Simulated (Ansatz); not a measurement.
## Run report: WH₇SF, nudged elastic band (part 2 of 2)

The same run, continued: WH₇SF; RKS PBE0-D4/def2-SVP (Ansatz 0.2.0). The run did not end well. It belongs to a series of runs on one base structure; here: band between the two ends.

Geometry of the input (Å):
```
W  0.2897  0.0310  0.2958
F  1.6294  -0.6189  1.4954
H  0.2156  -1.5602  -0.2428
H  1.2989  -0.5978  -0.9072
H  0.5230  1.2333  -0.8961
H  -1.2960  -0.6474  0.3241
H  -0.3625  -0.3261  -1.2250
S  0.4377  2.2411  2.0373
H  1.4555  2.7081  1.2578
H  1.2683  1.5413  2.8424
```

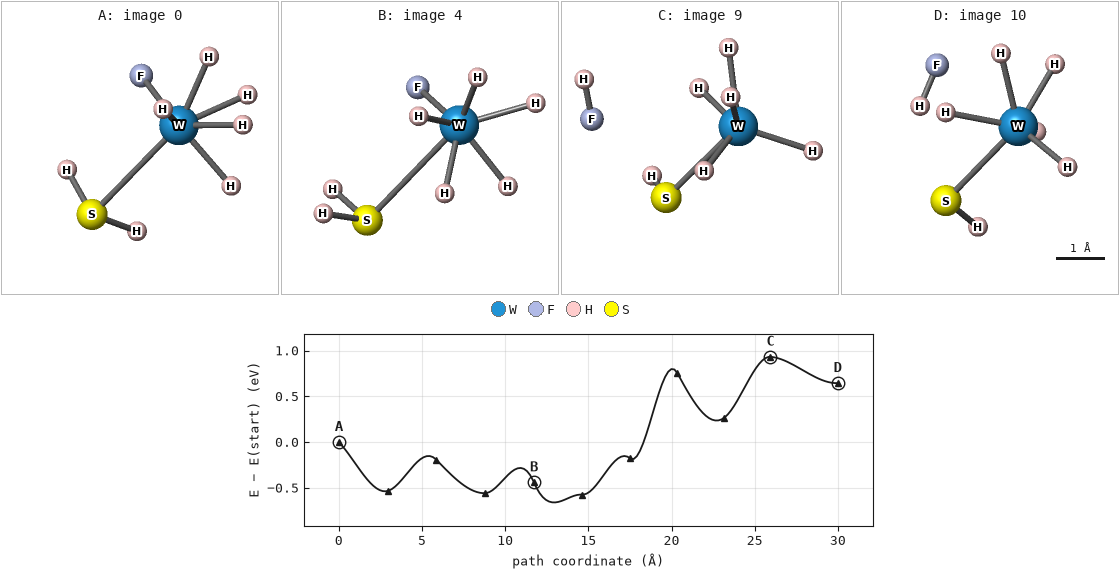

*Images of the last band (counted from 0; ball-and-stick, seen at a tilt) above the energy along the path; the line is a cubic interpolation that uses the forces.*

The highest image is number 9, 0.932 eV above the start and 0.288 eV above the end (the climbing image); the end lies 0.644 eV above the start. A further maximum stands at image 2, −0.194 eV from the start. A further maximum stands at image 4, −0.441 eV from the start. A further maximum stands at image 7, 0.753 eV from the start. The path is 29.98 Å long. The band had not converged after 60 iterations. The end points carry forces over 0.1 eV/Å, so they aren't fully relaxed minima and the barriers are approximate.

```
Unfinished report: {"positions_ang":[[0.12279963217389471,0.2729971760148222,-0.7230718469471106],[2.255703983762018,0.562886568856535,3.3630956077280976],[0.888843880889101,-0.4159572300716874,0.5895672999158866],[-1.13508468521133,1.3549017670655636,-0.6062594287698386],[-1.4435719533903846,-0.2683081787088266,-1.0177362366834215],[-0.2941114257741823,-1.3262950826158302,-0.35110971808761654],[1.1170217331827024,0.49166885008768474,-2.1107230026010804],[0.5646105749424948,1.9977766932602643,0.7689307625165754],[1.585717977656461,1.5574832711128606,1.549963952485156],[1.7976702817692256,-0.22275383500138762,3.518843610443351]],"unchecked":["starts","cluster_reference","orbital_swaps","neighbouring_geometries","increment"],"mean_field":{"relativity":"none","state":{"energy":{"ev":-15477.323497360323,"hartree":-568.7811476213298},"converged":true,"gradient_ev":9.2357355767964e-6,"stability":{"kind":"minimum","curvature_ev":15.355316080865787},"curvature_floor_ev":0.00030000000000000003,"spin_squared":-2.842170943040401e-14},"others":[],"fillings":{"estimated":0,"unestimated":0,"tried":0,"untried":0,"excluded_magnetic_sites":0},"n_dropped_functions":0,"n_trapped_functions":0,"passes":{"evaluations":4,"products":29},"factors":{"origin":"Cholesky decomposition","count":1044,"bound_ev":0.001186483625146349},"gradient_stop_ev":0.00009,"reference_kind":"stationary","functional":{"name":"PBE0","citations":["Adamo & Barone, J. Chem. Phys. 110, 6158 (1999) doi:10.1063/1.478522","Perdew, Burke & Ernzerhof, Phys. Rev. Lett. 77, 3865 (1996) doi:10.1103/PhysRevLett.77.3865"],"text":"name \"PBE0\"\ncite \"Adamo & Barone, J. Chem. Phys. 110, 6158 (1999) doi:10.1063/1.478522\"\ncite \"Perdew, Burke & Ernzerhof, Phys. Rev. Lett. 77, 3865 (1996) doi:10.1103/PhysRevLett.77.3865\"\nparent pbe\nparameter a = 0.25\nparameter kappa = 0.804\nparameter beta = 0.06672455060314922\nexchange = (1 - a)*pbe_x(kappa = kappa, mu = beta*pi^2/3) + a*exact_x\ncorrelation = pbe_c(beta = beta)\n","parameters":{"a":{"value":0.25,"default":0.25},"beta":{"value":0.06672455060314922,"default":0.06672455060314922},"kappa":{"value":0.804,"default":0.804}},"final_grid":{"core_spheres":13.0,"valence_spheres":11.0,"degree":36.0},"final_grid_parameter_source":"default","radial_points_factor":1.0,"radial_grid_error_ev":3.235511906987185e-7,"grid_sensitivity":"normal","grid_sensitivity_ratio":0.001870803151768979},"unsmoothed_excess_ev":-0.000042161472935138505,"symmetry":{"irreps":["A"],"axes":[[0.7942911580770565,0.6064377308285864,-0.03653539144560382],[-0.5445003235731392,0.7372632127155033,0.39995293823793965],[0.26948275237824626,-0.2977855500253319,0.9158071916985341]],"occupied":[{"A":23},{"A":23}]},"held":{"pivots":1042,"left_out":13,"joined":2},"density_repulsion":{"missed_ev":0.000020789832273212293,"excess_ev":1.3741063569506649e-7,"most_excess_ev":0.0001242,"are_drawn_again":false,"n_first_factors":1044,"energy_change_ev":0.0,"n_dropped_ends":0}},"factors":{"origin":"Cholesky decomposition","count":1044,"bound_ev":0.001186483625146349},"n_frozen":0,"n_occupied":[23,23],"n_virtual":[76,76],"reference":{"ev":-15477.323497360323,"hartree":-568.7811476213298},"dispersion":{"energy":{"ev":-0.16757431575175763,"hartree":-0.006158242517926278},"switches_in_reach":[]},"total":{"ev":-15477.491071676075,"hartree":-568.7873058638477},"forces_ev_per_angstrom":[[0.11916675629552448,0.028434164928387448,0.07990511727332159],[0.049840665790583105,-0.03719962360272517,-0.011762399183328264],[-0.1138661606398604,0.025477315701338626,0.014678371890395659],[-0.03542597504789245,0.006374357587944359,0.022588360829514986],[-0.022598555009497187,-0.033727015307145954,0.01720288630272425],[0.025121614455116792,0.035146757310644726,0.001422480760206202],[0.05718155587081387,0.0028365490975853346,-0.023174621166162233],[-0.039711925827388146,-0.02840936330212345,-0.031118955076328572],[-0.012377296587679195,-0.0278254668186143,-0.03200655119704136],[-0.027330679302172516,0.028892324402885132,-0.03773469043842219]],"charge_distribution":{"dipole_moment_e_ang":[0.07093537213244076,-0.4476825609936481,0.039690842406020395],"mulliken_charges_e":[0.6532291998404691,-0.20715858880444493,-0.1130355291787315,-0.061474073660151785,-0.10145109095264626,-0.1130495451359721,-0.20168111552215562,-0.2162805574219604,0.11605740915594165,0.24484389167960463],"lowdin_charges_e":[-0.3039346983455111,0.08271086830654717,-0.03238132321200826,-0.013391175639196673,-0.008704621041812022,-0.018328845700958718,-0.08254623087340462,0.4312443379872075,-0.01799952715928943,-0.03666878432162601]},"n_threads":2,"memory_gib":2.556818182580173,"seconds":{"hamiltonian":2.395762651,"orbitals":0.0,"second_order":0.0,"solver_start":0.0,"cycles":0.0,"cycle":0.0,"perturbative":0.0,"full_ci_increment":0.0,"forces":0.0}}
this run last wrote the band of iteration 60 to [file]
Error: NEB band did not converge after 60 iterations: max|band force component| = 3.81e-1 eV/Å (threshold 5.0e-2); raise `neb.max_iterations` in a new run, which can start from the last band evaluated (`neb.initial_path`, with `crystal.atoms` and `neb.final_atoms` set to its first and last images), add images, or start from endpoints closer to local minima. Where this run's directory can be resumed (`checkpoint.write`), a resume goes on for up to `neb.max_iterations` more; to start a new run from the last band, take its images' positions from the `neb_iteration` event of iteration 60 (`data.images[].positions_ang`), in the event stream of the run that computed that iteration (not this run's, if it was resumed behind it). With `checkpoint.write`, `steps/00-neb/state/checkpoint.json` in the run directory holds the last saved band, under `neb.evaluated.images[].positions_ang` (a band under a hybrid functional on support functions is neither saved nor resumed: `neb.initial_path` says where its path is): check the last entry of `neb.iterations` there, which is earlier than 60 if that iteration was not saved or its write failed. If the band's step has no `state` directory and holds `state.next`, a write was cut short, and the file is under `state.next` instead (behind a loss of power it can be under `state.prev`)
this run wrote the band of iteration 60 to [file] as well, whether or not its events were kept: a new run's `neb.initial_path` can list its `images[].positions_ang`
a run's events are kept only if it was started with --events-out <file>, and are in that file
```

### The last band as extended XYZ (Å, eV, eV/Å)
```
10
Properties=species:S:1:pos:R:3:forces:R:3 image=0 energy=-15478.42295
W     0.2897    0.0310    0.2958   -0.0808  -0.8824  -0.9977
F     1.6294   -0.6189    1.4954   -0.0639   0.0461  -0.1479
H     0.2156   -1.5602   -0.2428    0.0754   0.2568   0.2423
H     1.2989   -0.5978   -0.9072   -0.3479   0.2043   0.4661
H     0.5230    1.2333   -0.8961    0.0141  -0.0425   0.0956
H    -1.2960   -0.6474    0.3241    0.4021   0.3284   0.1203
H    -0.3625   -0.3261   -1.2250    0.0954   0.1774   0.2553
S     0.4377    2.2411    2.0373    0.0761  -0.0202  -0.2989
H     1.4555    2.7081    1.2578   -0.2060  -0.0655   0.2209
H     1.2683    1.5413    2.8424    0.0355  -0.0024   0.0439
10
Properties=species:S:1:pos:R:3:forces:R:3 image=1 energy=-15478.95746
W     0.2372   -0.3410    0.3066   -0.2057   0.0717  -0.2032
F     0.5661   -0.5579    2.1269    0.0123  -0.0591  -0.0388
H     0.1604   -1.8038   -0.5475    0.0517  -0.1064   0.2107
H     1.5679   -0.7109   -0.6172    0.1646  -0.0313  -0.1173
H    -0.8987    0.7652   -0.2347    0.0239   0.1104  -0.0302
H    -1.2647   -0.9356   -0.1079   -0.0743  -0.1138   0.0033
H     0.7668    0.8163   -0.8067   -0.0239   0.1105   0.1649
S     0.8530    2.2712    1.4317    0.0409   0.0255   0.0418
H     2.0254    2.5565    0.8271    0.0140  -0.0251  -0.0065
H     1.4463    1.9444    2.6032   -0.0036   0.0177  -0.0247
10
Properties=species:S:1:pos:R:3:forces:R:3 image=2 energy=-15478.61669
W     0.3086   -0.3634    0.4799    0.0036  -0.0591  -0.0205
F    -0.1008   -0.8834    2.2853   -0.0043  -0.0049  -0.0409
H     1.1705   -1.5046   -0.4309    0.0565   0.0691   0.0332
H     1.6914    0.2593   -0.2955   -0.0584   0.0696   0.0072
H     0.0963    0.8564   -0.6693    0.0302   0.0408  -0.0633
H    -1.2603    0.0556    0.0918    0.0112   0.0856  -0.0300
H    -0.2065   -0.6943   -1.0933   -0.0982  -0.1956   0.0156
S     0.6603    1.9345    1.5029    0.0546   0.0101   0.0467
H     1.4936    2.5630    0.6444   -0.0086  -0.0510   0.0801
H     1.6064    1.7813    2.4660    0.0134   0.0355  -0.0281
10
Properties=species:S:1:pos:R:3:forces:R:3 image=3 energy=-15478.98143
W     0.2065   -0.2837    0.1443    0.0218   0.0016   0.0026
F     0.3191   -0.4625    1.9840   -0.0113  -0.0054   0.0106
H     1.2615   -1.3064   -0.6596    0.0060   0.0043   0.0041
H     1.3840    0.4611   -0.7979   -0.0062  -0.0029  -0.0038
H    -0.2181    1.1343   -0.6504   -0.0015   0.0117  -0.0016
H    -1.3767   -0.1769   -0.3912   -0.0038  -0.0049   0.0022
H    -0.4612   -1.7167   -0.4436   -0.0042   0.0015  -0.0049
S     1.3820    2.2698    1.3274   -0.0026  -0.0067   0.0000
H     2.3739    1.7059    2.0519   -0.0051   0.0009  -0.0052
H     0.5887    2.3794    2.4165    0.0070  -0.0001  -0.0040
10
Properties=species:S:1:pos:R:3:forces:R:3 image=4 energy=-15478.86398
W     0.2717   -0.3937    0.2841    0.1359   0.0549  -0.0109
F     0.3929   -0.5172    2.1313   -0.0022  -0.1236   0.0389
H     0.3938   -1.9051   -0.4494    0.0060   0.0048   0.0131
H     1.6846   -0.5252   -0.6239   -0.0344   0.0260   0.0144
H     0.6498    0.8790   -0.7483   -0.0248   0.0277  -0.0815
H    -1.1547   -0.9626   -0.3991    0.0083  -0.6059   0.1402
H    -1.0361    0.5117   -0.1523   -0.0434   0.7321  -0.1275
S     1.7813    2.0242    1.2360   -0.0733  -0.0241   0.0122
H     1.7180    1.9878    2.5897   -0.0753   0.0479  -0.0808
H     0.7582    2.9057    1.1135    0.1033  -0.1399   0.0819
10
Properties=species:S:1:pos:R:3:forces:R:3 image=5 energy=-15478.99690
W    -0.0011   -0.1552    0.1902    0.0129   0.0060   0.0003
F    -0.5900    0.3005    1.8870   -0.0092   0.0115   0.0047
H     0.9239   -1.5528    0.1787    0.0056   0.0014   0.0051
H     1.5673   -0.0098   -0.4035   -0.0001   0.0032  -0.0093
H     0.2641    0.9843   -1.0161   -0.0040  -0.0024  -0.0008
H    -0.8322   -1.5584   -0.2450    0.0047   0.0013   0.0026
H    -1.2224    0.0136   -0.9412   -0.0096  -0.0064  -0.0087
S     1.6578    2.1471    1.1865   -0.0029  -0.0040   0.0029
H     2.6285    1.4153    1.7747   -0.0025  -0.0063  -0.0010
H     1.0636    2.4199    2.3703    0.0051  -0.0044   0.0042
10
Properties=species:S:1:pos:R:3:forces:R:3 image=6 energy=-15478.60001
W    -0.1737    0.1962    0.3008   -0.1185  -0.0377  -0.0733
F    -1.3350    0.7280    1.7494    0.1272  -0.0426  -0.0254
H     1.3055   -0.5480   -0.0040    0.1476  -0.0784   0.1371
H     0.9780    0.8373   -0.7745   -0.0964   0.0703  -0.0634
H    -0.7880    0.9567   -1.0609   -0.0247  -0.0856   0.0756
H    -0.0315   -1.4737    0.4141   -0.1752   0.1598  -0.0115
H    -0.2597   -0.6915   -1.1392    0.0567  -0.0538  -0.0905
S     1.5571    1.6478    1.4540    0.0857   0.1399   0.0334
H     2.7071    0.9710    1.2570    0.0076   0.0181   0.0410
H     1.4999    1.3806    2.7848   -0.0099  -0.0899  -0.0230
10
Properties=species:S:1:pos:R:3:forces:R:3 image=7 energy=-15477.66961
W     0.2448    0.1460    0.1705    0.0650   0.0087   0.2048
F     0.1310   -0.0679    2.3476    0.1833  -0.2739  -0.0904
H     1.6693   -0.7303    0.0294    0.0699  -0.0002  -0.0865
H     0.0434    1.4751   -0.8200   -0.0386   0.0455  -0.1808
H    -0.8936    0.1692   -1.0206   -0.0230  -0.0726  -0.0471
H    -1.0964   -0.8286    0.5015   -0.1895   0.1641   0.0057
H     0.5019   -0.5438   -1.3428    0.1050  -0.0569  -0.1504
S     1.4102    2.0581    1.4221    0.0959   0.1393  -0.1394
H     2.6585    1.5284    1.3838   -0.0985  -0.0860  -0.0865
H     0.7906    0.7982    2.3100   -0.1694   0.1320   0.5707
10
Properties=species:S:1:pos:R:3:forces:R:3 image=8 energy=-15478.15851
W     0.3429    0.2227   -0.0791    0.0528  -0.0136   0.0421
F     1.5259   -0.0529    2.7530   -0.0773  -0.0219  -0.1647
H     1.7209   -0.7528   -0.3054    0.0442  -0.0046   0.0070
H    -0.0398    1.2298   -1.3354    0.0078  -0.0199   0.0082
H    -0.9948   -0.0447   -1.0384    0.0256  -0.0066   0.0390
H    -0.9918   -0.4912    0.7166    0.0075   0.0080   0.0645
H     0.6827   -0.2016   -1.6564   -0.0297  -0.0041   0.0503
S     0.8162    2.3699    0.5752   -0.0003   0.0045   0.0184
H     1.2808    1.9389    1.7838    0.0147   0.0697   0.0173
H     1.1166   -0.2137    3.5676   -0.0453  -0.0115  -0.0822
10
Properties=species:S:1:pos:R:3:forces:R:3 image=9 energy=-15477.49103
W     0.1228    0.2730   -0.7231    0.1192   0.0284   0.0799
F     2.2557    0.5629    3.3631    0.0498  -0.0372  -0.0118
H     0.8888   -0.4160    0.5896   -0.1139   0.0255   0.0147
H    -1.1351    1.3549   -0.6063   -0.0354   0.0064   0.0226
H    -1.4436   -0.2683   -1.0177   -0.0226  -0.0337   0.0172
H    -0.2941   -1.3263   -0.3511    0.0251   0.0351   0.0014
H     1.1170    0.4917   -2.1107    0.0572   0.0028  -0.0232
S     0.5646    1.9978    0.7689   -0.0397  -0.0284  -0.0311
H     1.5857    1.5575    1.5500   -0.0124  -0.0278  -0.0320
H     1.7977   -0.2228    3.5188   -0.0273   0.0289  -0.0377
10
Properties=species:S:1:pos:R:3:forces:R:3 image=10 energy=-15477.77884
W     0.1936    0.2939   -0.2890    0.0175   0.0173  -0.0324
F     0.6003   -0.4255    2.3337    0.0044   0.0045   0.0040
H     1.7510   -0.1431    0.0944    0.0018  -0.0111   0.0015
H    -0.9161    0.8691    0.8139   -0.0064  -0.0001   0.0042
H    -1.0028   -0.7467    0.2593   -0.0039  -0.0057   0.0089
H     0.5315   -1.3548   -0.1926   -0.0051   0.0039   0.0017
H    -0.0471    0.8011   -1.9169   -0.0047  -0.0087   0.0003
S     1.0740    2.1504    0.8815   -0.0068   0.0073   0.0075
H     2.4033    2.0876    0.6151    0.0047   0.0012   0.0023
H     0.8720    0.4724    2.3820   -0.0016  -0.0086   0.0020
```

### Outcome

| quantity | value |
| --- | --- |
| outcome | not converged |
| barrier, forward (band not converged) | 0.932 eV |
| barrier, backward | 0.288 eV |
| wall time | 24 min (CPU time 46 min) |
| peak memory | 0.23 GiB |

The run did not converge: “NEB band did not converge after 60 iterations: max|band force component| = 3.81e-1 eV/Å (threshold 5.0e-2); raise `neb.max_iterations` in a new run, which can start from the last band evaluated (`neb.initial_path`, with `crystal.atoms` and `neb.final_atoms` set to its first and last images), add images, or start from endpoints closer to local minima …” Its last values are not results.
